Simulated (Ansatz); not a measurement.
# One shape, several levels: AlSiH5 (AlH2(SiH3))

We compute a comparison of 6 runs (UHF/STO-3G, B2PLYP/STO-3G, BHLYP/STO-3G, r2SCAN0/STO-3G, revPBE/STO-3G, CCSDT/STO-3G) of AlSiH5 (AlH2(SiH3)). 

The calculation is run with Ansatz 0.2.0.

58 further runs of the same task are left out: 2 that didn't finish, 56 set aside as unsound or not needed.

## 1. Starting point

The species is AlSiH5 (7 atoms), meant as a singlet with charge 0. As SMILES, `[H][Al]([H])[SiH3]`. The Si4–Al1 distance was set to 6.053 Å, away from the relaxed value. At this shape a bond of the SMILES string is far longer than usual.

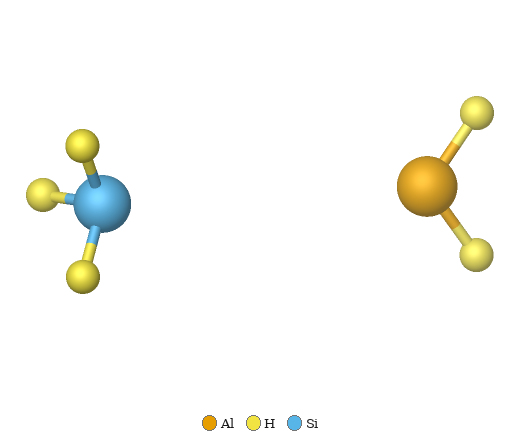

Viewed from a chosen angle; aluminium amber, hydrogen yellow, silicon blue.

## 2. A single-point energy at UHF/STO-3G (run 1)

Contents of job.yaml:

```yaml
crystal:
  periodic: [false, false, false]
  atoms:
    - {symbol: Al, position_ang: [2.496208, 4.350975, 0.034775]}
    - {symbol: H, position_ang: [4.053578, 4.514275, 0.087385]}
    - {symbol: H, position_ang: [1.861548, 5.782465, 0.014335]}
    - {symbol: Si, position_ang: [-0.517390, -0.897790, -0.016750]}
    - {symbol: H, position_ang: [-1.851430, -0.836410, 0.625620]}
    - {symbol: H, position_ang: [0.177610, -1.992690, 0.701130]}
    - {symbol: H, position_ang: [-0.795620, -1.472990, -1.353750]}
basis:
  gaussian:
    orbitals: STO-3G
magnetization:
  spin_polarized: true
hamiltonian:
  xc: hf
accuracy: high
```

Command:

```console
$ ansatz run job.yaml --threads 1 --pin off --max-ram 2610MiB --events-out events.jsonl --progress --plain --runs-dir runs
```

The log of the run:

```text
Warning: RAYON_NUM_THREADS=1 ignored (pool sized by the plan → 1); use --threads N
Functional definition: HF
  name "HF"
  exchange = exact_x
  correlation = 0
346 factors; integrals over basis functions are off by at most 1.1e-8 eV
mean field evaluation 1: about -14341.8530 eV, gradient 1.1e1 eV
mean field evaluation 2: about -14341.8556 eV, gradient 1.1e1 eV
mean field evaluation 4: about -14342.5113 eV, gradient 6.7e0 eV
mean field evaluation 8: about -14344.8820 eV, gradient 3.4e0 eV
mean field evaluation 16: about -14345.1104 eV, gradient 4.0e-4 eV
mean field evaluation 32: about -14349.8252 eV, gradient 1.7e-6 eV
mean field -14349.82522924 eV, -527.3463505135 hartree, gradient 1.3e-8 eV, S^2 1.004437; 2 other end points of the search recorded, 0 dependent functions left out
reference -14349.82522924 eV, -527.3463505135 hartree; 16, 16 occupied and 7, 7 virtual orbitals, 346 factors
Total energy: -14349.82522924 eV, -527.3463505135 hartree
```

It took 0.26 s on 1 thread of Arm Neoverse V1, shared host.

## 3. The energy at B2PLYP/STO-3G (run 2)

Contents of molecule.yaml:

```yaml
crystal:
  periodic: [false, false, false]
  atoms:
    - {symbol: Al, position_ang: [2.496208, 4.350975, 0.034775]}
    - {symbol: H, position_ang: [4.053578, 4.514275, 0.087385]}
    - {symbol: H, position_ang: [1.861548, 5.782465, 0.014335]}
    - {symbol: Si, position_ang: [-0.517390, -0.897790, -0.016750]}
    - {symbol: H, position_ang: [-1.851430, -0.836410, 0.625620]}
    - {symbol: H, position_ang: [0.177610, -1.992690, 0.701130]}
    - {symbol: H, position_ang: [-0.795620, -1.472990, -1.353750]}
basis:
  gaussian: {orbitals: STO-3G}
accuracy: high
hamiltonian: {xc: {name: B2PLYP}}
correlation: {frozen_orbitals: {Al: 5, H: 0, Si: 5}}
```

Command:

```console
$ ansatz run molecule.yaml --threads 1 --pin off --max-ram 2610MiB --events-out events.jsonl --progress --plain --runs-dir runs
```

The log of the run, shortened:

```text
Warning: RAYON_NUM_THREADS=1 ignored (pool sized by the plan → 1); use --threads N
Functional definition: B2PLYP
  name "B2PLYP"
[...]
346 factors; integrals over basis functions are off by at most 1.1e-8 eV
[...]
mean field -14368.18275766 eV, -528.0209772399 hartree, gradient 2.3e-8 eV, S^2 0.000000; 0 other end points of the search recorded, 0 dependent functions left out; unrestricted orbitals would lower it
10 core orbitals not correlated: weight in the atoms' cores, before any rotation towards them, 1.000 or more for the frozen orbitals, at most 0.000 for the correlated occupied ones
reference -14368.18278444 eV, -528.0209782240 hartree; 6, 6 occupied and 7, 7 virtual orbitals, 346 factors
second order -10.30932150 eV of doubles, -0.00000000 eV of singles
Total energy: -14370.96630124 eV, -528.1232705799 hartree
```

Run time: 1.9 s. Hardware: 1 thread of Arm Neoverse V1, shared host; peak memory 0.11 GiB.

Run 3 isn't shown in full; the table further down has it.

## 4. The energy at r2SCAN0/STO-3G (run 4)

Contents of in.yaml:

```yaml
crystal:
  periodic: [false, false, false]
  atoms:
    - {symbol: Al, position_ang: [2.496208, 4.350975, 0.034775]}
    - {symbol: H, position_ang: [4.053578, 4.514275, 0.087385]}
    - {symbol: H, position_ang: [1.861548, 5.782465, 0.014335]}
    - {symbol: Si, position_ang: [-0.517390, -0.897790, -0.016750]}
    - {symbol: H, position_ang: [-1.851430, -0.836410, 0.625620]}
    - {symbol: H, position_ang: [0.177610, -1.992690, 0.701130]}
    - {symbol: H, position_ang: [-0.795620, -1.472990, -1.353750]}
basis:
  gaussian:
    orbitals: STO-3G
hamiltonian:
  xc: {name: r2SCAN0}
accuracy: high
```

Command:

```console
$ ansatz run in.yaml --threads 1 --pin off --max-ram 2610MiB --events-out events.jsonl --progress --plain --runs-dir runs
```

The log of the run:

```text
Warning: RAYON_NUM_THREADS=1 ignored (pool sized by the plan → 1); use --threads N
Functional definition: r2SCAN0
  name "r2SCAN0"
  parameter a = 0.25
  parameter k0 = 0.174
  parameter k1 = 0.065
  parameter a1 = 4.9479
  exchange = (1 - a)*r2scan_x(k0 = k0, k1 = k1, a1 = a1) + a*exact_x
  correlation = r2scan_c
346 factors; integrals over basis functions are off by at most 1.1e-8 eV
mean field evaluation 1: about -14370.1168 eV, gradient 2.0e1 eV
mean field evaluation 2: about -14277.2314 eV, gradient 4.7e1 eV
mean field evaluation 4: about -14365.2221 eV, gradient 1.9e1 eV
mean field evaluation 8: about -14366.0852 eV, gradient 1.6e1 eV
mean field evaluation 16: about -14376.0619 eV, gradient 4.6e-5 eV
mean field -14376.06190825 eV, -528.3105306833 hartree, gradient 8.5e-8 eV, S^2 0.000000; 0 other end points of the search recorded, 0 dependent functions left out
reference -14376.06190877 eV, -528.3105307025 hartree; 16, 16 occupied and 7, 7 virtual orbitals, 346 factors
Total energy: -14376.06190877 eV, -528.3105307025 hartree
```

It took 3.9 s on 1 thread of Arm Neoverse V1, shared host; peak memory 0.16 GiB.

Run 5 isn't shown in full; the table further down has it.

## 5. The energy at CCSDT/STO-3G (run 6)

Contents of run.yaml:

```yaml
basis:
  gaussian: {orbitals: STO-3G}
crystal:
  periodic: [false, false, false]
  atoms:
    - symbol: Al
      position_ang: [2.496208, 4.350975, 0.034775]
    - symbol: H
      position_ang: [4.053578, 4.514275, 0.087385]
    - symbol: H
      position_ang: [1.861548, 5.782465, 0.014335]
    - symbol: Si
      position_ang: [-0.517390, -0.897790, -0.016750]
    - symbol: H
      position_ang: [-1.851430, -0.836410, 0.625620]
    - symbol: H
      position_ang: [0.177610, -1.992690, 0.701130]
    - symbol: H
      position_ang: [-0.795620, -1.472990, -1.353750]
correlation: {method: ccsdt, frozen_orbitals: {Al: 5, H: 0, Si: 5}}
accuracy: high
scf: {omitted_lower_state_checks: [cluster_reference, increment]}
```

Command:

```console
$ ansatz run run.yaml --threads 1 --pin off --max-ram 2610MiB --events-out events.jsonl --progress --plain --runs-dir runs
```

The log of the run:

```text
Warning: RAYON_NUM_THREADS=1 ignored (pool sized by the plan → 1); use --threads N
[... 12 lines left out ...]
10 core orbitals not correlated: weight in the atoms' cores, before any rotation towards them, 1.000 or more for the frozen orbitals, at most 0.000 for the correlated occupied ones
[... 35 lines left out ...]
WARN: these amplitudes may be one of several solutions (largest doubles amplitude 1.08, level shift 10.80 eV)
Total energy: -14352.32060847 eV, -527.4380540088 hartree
Checks for a lower state left out: cluster_reference, increment
```

Run time: 0.4 s. Hardware: 1 thread of Arm Neoverse V1, shared host.

## 6. The series

| run | level | frozen core orbitals | energy (Eh) | wall time |
| --- | --- | --- | --- | --- |
| 1 | UHF/STO-3G | – | -527.346351 | 0.26 s |
| 2 | B2PLYP/STO-3G | 10 | -528.123271 | 1.9 s |
| 3 | BHLYP/STO-3G | – | -528.339744 | 1.3 s |
| 4 | r2SCAN0/STO-3G | – | -528.310531 | 3.9 s |
| 5 | revPBE/STO-3G | – | -528.281684 | 2.1 s |
| 6 | CCSDT/STO-3G | 10 | -527.438054 | 0.4 s |

## 7. Summary of results

| quantity | value |
| --- | --- |
| run 6: total energy | -527.43805 Eh |
| run 6: correlation energy (10 core orbitals frozen) | -265.0 mEh |
| run 6: T1 diagnostic | 0.085 |

Totals of different functionals can't be ranked against each other. In runs 2, 6 the log says that unrestricted orbitals would lower the reference, so the values rest on an unstable closed-shell determinant (other closed-shell runs at this shape may share the fault). In runs 1, 2, 3, 4, 5, 6 the basis is minimal, so the values are rough. Spin contamination of the reference: run 1 ⟨S²⟩ = 1.00. Where it is this large, the reference is a mixture of spin states, and values that rest on it are in doubt. All runs together took 9.8 s, the longest 3.9 s.
